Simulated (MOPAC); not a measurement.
**TaClF₄ (charge +1): single-point calculation**

TaClF₄, charge +1, multiplicity 2, computed with PM7, unrestricted, dispersion built in (MOPAC 23.2.5).

The geometry was optimised with PM7.

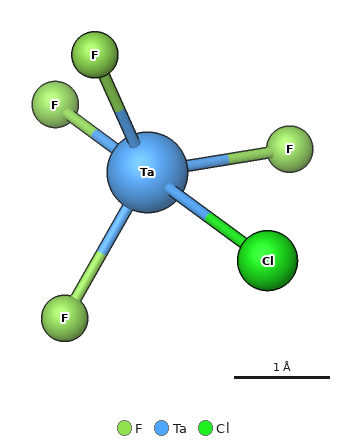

The input geometry (ball-and-stick view, seen at a tilt). Sticks mark near contacts. Bond lengths as drawn: Cl–Ta 2.33 Å and F–Ta 1.77 to 1.78 Å.

### Input (mol.mop)
```
PM7 CHARGE=1 1SCF DISP DOUBLET AUX(PRECISION=9) THREADS=1
energy of ClF4Ta

F -1.434929 1 -0.002142 1 -1.022675 1
Ta -0.036381 1 -0.066120 1 0.061779 1
F -0.925091 1 -1.092140 1 1.214849 1
F 1.200751 1 -1.312644 1 -0.164297 1
F 0.192479 1 1.192254 1 1.286418 1
Cl 1.118868 1 1.274045 1 -1.448441 1
```

Command:
```bash
mopac mol.mop
```

### What the program printed
```
MOPAC v23.2.5
PM7 CALCULATION RESULTS

 *  PM7        - The PM7 Hamiltonian to be used
 *  DOUBLET    - SPIN STATE DEFINED AS A DOUBLET
 *
 *
 *
 *                 CHARGE ON SYSTEM = +1
 *
 *
 *
 *  1SCF       - DO 1 SCF AND THEN STOP
 *  THREADS=1  - MULTI-THREADING NOT USED
 *  AUX        - OUTPUT AUXILIARY INFORMATION
 *  DISP       - PRINT DISPERSION AND HYDROGEN BOND ENERGIES
PM7 CHARGE=1 1SCF DISP DOUBLET AUX(PRECISION=9) THREADS=1
 energy of ClF4Ta

   ATOM   CHEMICAL          X               Y               Z
  NUMBER   SYMBOL      (ANGSTROMS)     (ANGSTROMS)     (ANGSTROMS)

     1       F         -1.43492900  *  -0.00214200  *  -1.02267500  *
     2      Ta         -0.03638100  *  -0.06612000  *   0.06177900  *
     3       F         -0.92509100  *  -1.09214000  *   1.21484900  *
     4       F          1.20075100  *  -1.31264400  *  -0.16429700  *
     5       F          0.19247900  *   1.19225400  *   1.28641800  *
     6      Cl          1.11886800  *   1.27404500  *  -1.44844100  *

          CARTESIAN COORDINATES

    NO.       ATOM           X           Y           Z

     1         F         -1.4349     -0.0021     -1.0227
     2        Ta         -0.0364     -0.0661      0.0618
     3         F         -0.9251     -1.0921      1.2148
     4         F          1.2008     -1.3126     -0.1643
     5         F          0.1925      1.1923      1.2864
     6        Cl          1.1189      1.2740     -1.4484

           Empirical Formula: F4 Ta Cl  =     6 atoms

      MOLECULAR POINT GROUP   :   C3v

 DOUBLET STATE CALCULATION

          UHF CALCULATION, NO. OF ALPHA ELECTRONS =   20
                           NO. OF BETA  ELECTRONS =   19

 -------------------------------------------------------------------------------
 PM7 CHARGE=1 1SCF DISP DOUBLET AUX(PRECISION=9) THREADS=1
 energy of ClF4Ta

     1SCF WAS SPECIFIED, SO BFGS WAS NOT USED
     SCF FIELD WAS ACHIEVED

                              PM7 CALCULATION

          FINAL HEAT OF FORMATION =       -132.10468 KCAL/MOL =    -552.72600 KJ/MOL

          TOTAL ENERGY            =     -51707.21118 KCAL/MOL = ELECTRONIC ENERGY + CORE-CORE REPULSION
          ENERGY OF ATOMS         =      51575.43017 KCAL/MOL
                              SUM =       -131.78100 KCAL/MOL
          DISPERSION ENERGY       =         -0.32368 KCAL/MOL
                              SUM =       -132.10468 KCAL/MOL = FINAL HEAT OF FORMATION

          TOTAL ENERGY            =      -2242.23690 EV
          ELECTRONIC ENERGY       =      -5369.13200 EV
          CORE-CORE REPULSION     =       3126.89510 EV
          COSMO AREA              =        124.32 SQUARE ANGSTROMS
          COSMO VOLUME            =        116.92 CUBIC ANGSTROMS

          IONIZATION POTENTIAL    =         17.006005 EV
          ALPHA SOMO LUMO (EV)    =        -17.120 -6.349
          BETA  SOMO LUMO (EV)    =        -17.006-10.138
          NO. OF ALPHA ELECTRONS  =         20
          NO. OF BETA  ELECTRONS  =         19
          MOLECULAR WEIGHT        =        292.3945         POINT GROUP:  C3v

          MOLECULAR DIMENSIONS (Angstroms)

            Atom       Atom       Distance
           Cl     6    F     3     4.10728
            F     1    F     5     3.06707
            F     4    F     1     2.65455

          SCF CALCULATIONS        =          1

          WALL-CLOCK TIME         =      0.016 SECONDS
          COMPUTATION TIME        =      0.014 SECONDS

   ATOM   CHEMICAL          X               Y               Z
  NUMBER   SYMBOL      (ANGSTROMS)     (ANGSTROMS)     (ANGSTROMS)

     1       F         -1.43492900  *  -0.00214200  *  -1.02267500  *
     2      Ta         -0.03638100  *  -0.06612000  *   0.06177900  *
     3       F         -0.92509100  *  -1.09214000  *   1.21484900  *
     4       F          1.20075100  *  -1.31264400  *  -0.16429700  *
     5       F          0.19247900  *   1.19225400  *   1.28641800  *
     6      Cl          1.11886800  *   1.27404500  *  -1.44844100  *

                             CARTESIAN COORDINATES

   1    F       -1.434929000    -0.002142000    -1.022675000
   2   Ta       -0.036381000    -0.066120000     0.061779000
   3    F       -0.925091000    -1.092140000     1.214849000
   4    F        1.200751000    -1.312644000    -0.164297000
   5    F        0.192479000     1.192254000     1.286418000
   6   Cl        1.118868000     1.274045000    -1.448441000

           Empirical Formula: F4 Ta Cl  =     6 atoms

      MOLECULAR POINT GROUP   :   C3v

          ALPHA EIGENVALUES
 -45.70153 -44.93841 -44.80399 -42.73021 -32.47137 -22.60855 -22.59000 -21.21851
 -21.19340 -20.67678 -19.85941 -18.62509 -18.59645 -18.51555 -18.47025 -18.12365
 -18.07011 -17.55352 -17.29314 -17.11994  -6.34900  -4.47951  -4.46980  -3.55779
  -3.55387  -2.95256  18.38335  18.72720  18.74127  59.96191  60.01699  61.51277
  62.16132  62.46941

           BETA EIGENVALUES
 -45.60265 -44.86686 -44.78181 -42.64286 -27.97770 -22.57998 -22.27191 -21.24810
 -21.20521 -20.69515 -19.80034 -18.65723 -18.54299 -18.51553 -18.48767 -18.14935
 -17.73112 -17.09680 -17.00601 -10.13777  -6.35389  -4.46903  -4.08851  -3.56453
  -3.56314  -2.85808  18.33608  18.69990  18.73221  60.65838  60.65998  62.15549
  62.23992  62.67836

              NET ATOMIC CHARGES AND DIPOLE CONTRIBUTIONS

  ATOM NO.   TYPE          CHARGE      No. of ELECS.   s-Pop       p-Pop       d-Pop
    1          F          -0.246220        7.2462     1.92438     5.32184
    2         Ta           1.485334        3.5147     0.55263     0.05879     2.90324
    3          F          -0.168313        7.1683     1.93093     5.23738
    4          F          -0.259046        7.2590     1.92355     5.33550
    5          F          -0.254478        7.2545     1.92385     5.33063
    6         Cl           0.442723        6.5573     1.96608     4.58379     0.00740
 DIPOLE           X         Y         Z       TOTAL
 POINT-CHG.     2.594     3.133    -3.530     5.385
 HYBRID        -0.116    -0.130     0.146     0.227
 SUM            2.478     3.003    -3.384     5.158

          ATOMIC ORBITAL ELECTRON POPULATIONS

     Atom    s        px        py        pz      x^2-y^2     xz        z^2       yz        xy
    1  F   1.92438   1.74493   1.79927   1.77764
    2 Ta   0.55263   0.02003   0.01961   0.01916   0.59320   0.55990   0.62887   0.56058   0.56069
    3  F   1.93093   1.73249   1.76916   1.73573
    4  F   1.92355   1.77285   1.76039   1.80226
    5  F   1.92385   1.80230   1.77161   1.75671
    6 Cl   1.96608   1.37487   1.80584   1.40308   0.00139   0.00135   0.00170   0.00162   0.00134

                    (SZ)    =    0.500000
                    (S**2)  =    0.752180

          ATOMIC ORBITAL SPIN POPULATIONS

    Atom   Total    s     px     py     pz   x^2-y^2  xz     z^2    yz     xy
         Atomic
    1  F  0.0350  0.000  0.016  0.010  0.009
    2 Ta -0.0257  0.000 -0.000 -0.000 -0.000 -0.002 -0.003 -0.010 -0.005 -0.006
    3  F  0.0449 -0.000  0.026 -0.003  0.022
    4  F  0.0034 -0.000  0.001  0.002  0.000
    5  F  0.0150  0.000  0.005  0.002  0.009
    6 Cl  0.9274  0.007  0.474  0.025  0.421 -0.000  0.000 -0.000  0.000 -0.000

 *                    *
 * JOB ENDED NORMALLY *
 *                    *

 TOTAL JOB TIME:             0.02 SECONDS

 == MOPAC DONE ==
```

### Results in brief

```json
{"quantity": "outcome", "value": "converged"}
{"quantity": "total energy", "value": "−82.400686 hartree"}
{"quantity": "dispersion energy", "value": "−0.000516 hartree"}
{"quantity": "heat of formation", "value": "−132.10 kcal/mol"}
{"quantity": "basis functions", "value": "34"}
{"quantity": "⟨S²⟩", "value": "0.752"}
{"quantity": "hardware", "value": "1 thread of Arm Neoverse V1, 24 GiB of memory available, shared host"}
{"quantity": "peak memory", "value": "0.073 GiB"}
```

### Remarks

MOPAC's energies along a path are heats of formation.
